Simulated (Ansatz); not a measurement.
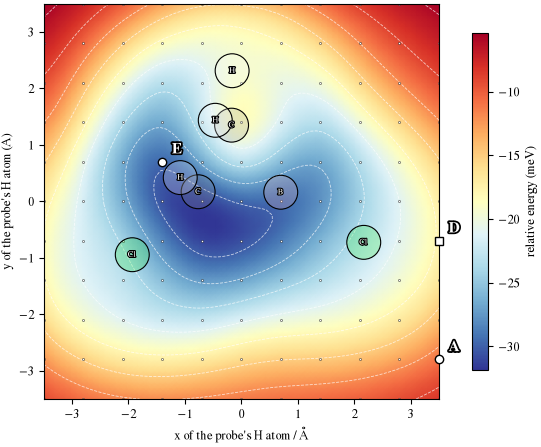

C₂H₃BCl₂ (SMILES ClB1CC1Cl) with the probe H. The probe is moved over a plane parallel to the molecule's main plane, 3.45 Å above it. The first coordinate is: x of the probe's H atom; the second: y of the probe's H atom. Nothing is relaxed (molecule and probe rigid). The grid has 11 × 11 points. Energies: meV, counted from molecule and probe far apart, each relaxed in its own basis (no counterpoise correction). These are results of UKS B3LYP-D4/def2-SVPD in Ansatz, not measurements.

The picture shows a smooth colour map with a few white contour lines, dots at the grid points, labelled circles for the molecule's atoms, projected on the plane, lettered points. Between grid points the surface is interpolated.

### Is A the lowest point of the computed grid?

No. A lies 20.2 meV above the lowest grid point, which is at x of the probe's H atom = −0.7 Å, y of the probe's H atom = 0.0 Å [nearest 1 H at 2.55 Å].

### Rank the lettered points by energy, lowest first.

E (−29.6 meV), D (−17.7 meV), A (−11.0 meV).
